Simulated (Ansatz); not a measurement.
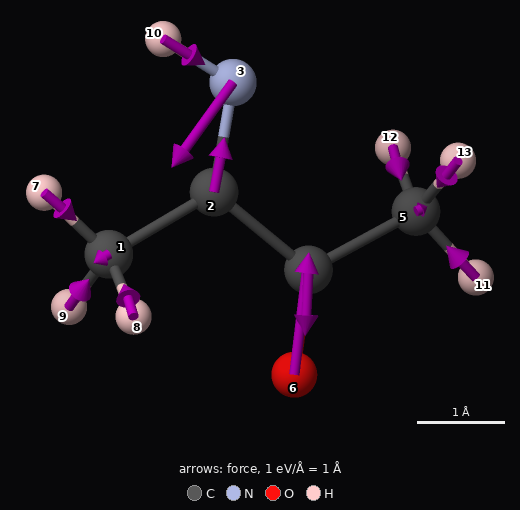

Starting geometry of C$_{4}$H$_{7}$NO with the computed forces as purple arrows. Style: ball-and-stick. Shown at a tilt.

The start comes from PBE-D4/def2-SVP.

Theory: RKS PBE0-D4/def2-TZVP in Ansatz 0.2.0.

Input
```yaml
crystal:
  periodic: [false, false, false]
  atoms:
    - {symbol: C, position_ang: [1.796425, -0.586635, 0.199758]}
    - {symbol: C, position_ang: [0.434376, 0.013098, 0.421632]}
    - {symbol: N, position_ang: [0.004489, 0.618661, 1.471981]}
    - {symbol: C, position_ang: [-0.538320, -0.123506, -0.749440]}
    - {symbol: C, position_ang: [-1.916382, 0.467100, -0.575488]}
    - {symbol: O, position_ang: [-0.174740, -0.693777, -1.769573]}
    - {symbol: H, position_ang: [2.444571, -0.453972, 1.087222]}
    - {symbol: H, position_ang: [2.280677, -0.126811, -0.685754]}
    - {symbol: H, position_ang: [1.708674, -1.666281, -0.037689]}
    - {symbol: H, position_ang: [0.748872, 0.649151, 2.193767]}
    - {symbol: H, position_ang: [-2.512705, 0.284246, -1.486857]}
    - {symbol: H, position_ang: [-2.412672, 0.030380, 0.313848]}
    - {symbol: H, position_ang: [-1.842866, 1.553648, -0.368705]}
basis:
  gaussian: {orbitals: def2-TZVP}
hamiltonian: {xc: pbe0, dispersion: d4}
relax: {f_tol: 0.005, max_steps: 150}
```

Run as
```bash
ansatz run in.yaml --threads 4 --pin off --events-out ev --progress --plain --max-ram 10444MiB
```

**What follows when this structure is relaxed?**

It isn't relaxed: the largest force vector, on O6, is 1.43 eV/Å. The final displacements follow the starting forces only in part (cosine between the two patterns 0.65). H7 moves most after the best rigid fit: 0.030 Å. By element the largest moves are H 0.030 Å, N 0.026 Å, O 0.025 Å, C 0.013 Å. Some distances before and after: C2–N3 1.286 → 1.268 Å, C1–H7 1.107 → 1.090 Å, N3–H10 1.037 → 1.021 Å, C5–H11 1.104 → 1.088 Å. The energy falls by 6.40 kJ/mol in 5 geometry steps. Largest force component: 1.2 eV/Å at the start, 0.0012 eV/Å at the end. The run took 25 s on 4 threads of Arm Neoverse V1, with other jobs on the host.
